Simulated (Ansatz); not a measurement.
## Electronic structure of Cl3FHOTi (doublet) in real space

The calculation's input:

```
crystal:
  periodic: [false, false, false]
  atoms:
    - { symbol: Ti, position_ang: [0.167908, -0.110531, -0.507997] }
    - { symbol: Cl, position_ang: [-0.389607, 0.643996, 2.92884] }
    - { symbol: Cl, position_ang: [2.202577, -0.105911, -1.364574] }
    - { symbol: Cl, position_ang: [-0.834366, 1.762587, 0.20585] }
    - { symbol: O, position_ang: [-0.705164, -1.633683, -0.466005] }
    - { symbol: H, position_ang: [-1.439728, -2.218173, -0.208829] }
    - { symbol: F, position_ang: [-0.146321, -0.003487, 4.367915] }
magnetization:
  spin_polarized: true
  initial_magnetization: 1
basis:
  gaussian: { orbitals: def2-SVP }
hamiltonian:
  xc: pbe
relax:
  f_tol: 0.03
  max_steps: 50
output:
  orbitals: {}
```

Command:

```sh
ansatz run input.yaml --threads 4 --pin off --max-ram 5120MiB --backend cpu --events-out ev --progress --plain --runs-dir out
```

The fields are those of the run's last geometry, not of the input's.

All numbers below come from UKS PBE/def2-SVP (Ansatz).

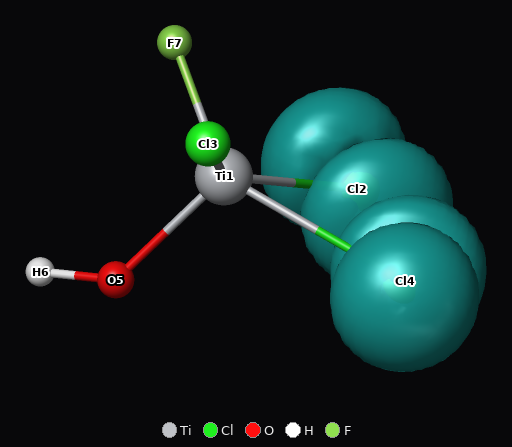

Figure 1. Isosurface of the spin density (α minus β) at +0.03 e/Å³ (teal), seen from one side.

> Which atoms carry the spin?

The unpaired spin (1 electron) lies mostly on Cl4 (about 0.5) and Cl2 (about 0.5), in electrons by Hirshfeld's partition.

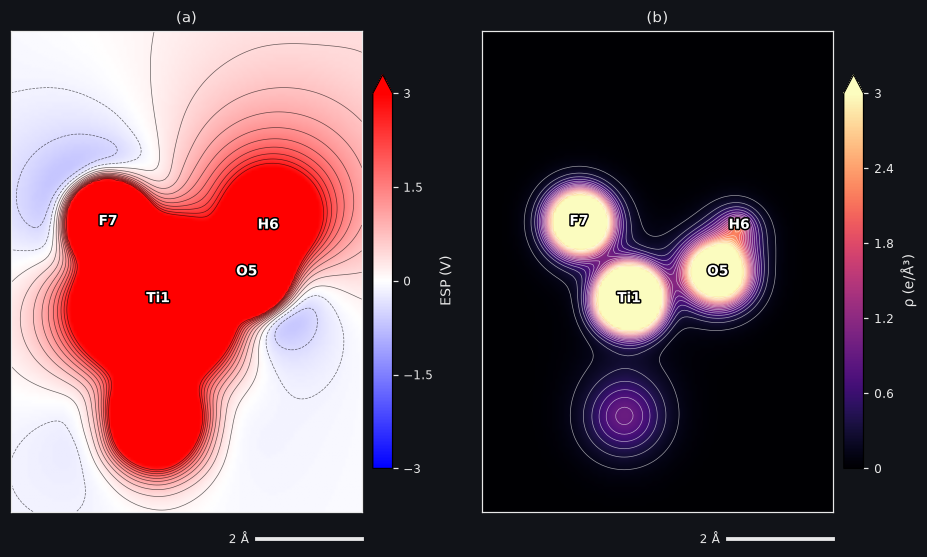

Figure 2. (a) molecular electrostatic potential; (b) electron density on the plane of atoms O5, Ti1 and F7.

> What do the fields say about this system?

The section cuts through Ti, O, H and F sites.
Ti–F (1.74 Å): the density is about 1.1 e/Å³ at the midpoint.
Ti–O (1.76 Å): ρ at the midpoint is about 1.1 e/Å³.
O–H (0.98 Å): ρ at the midpoint is about 3.6 e/Å³.
Outside the dense part of the molecule the potential is most negative (−0.7 V) near F7.

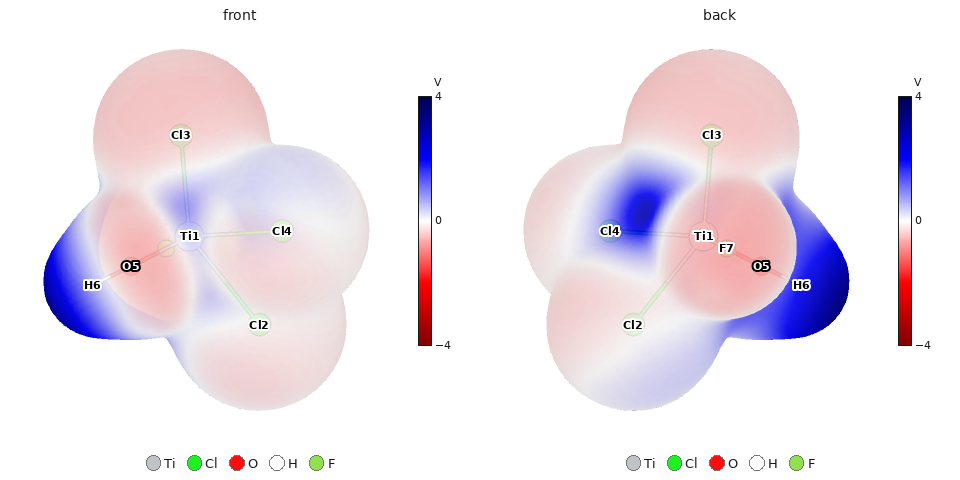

Figure 3. The molecular electrostatic potential painted on the density surface at 0.002 e/bohr³, seen from the front and from behind; red is negative and blue positive.

> Where is the surface potential most negative and most positive?

The most negative region (about −0.6 V) lies over F7, the most positive (about +3.3 V) over H6.
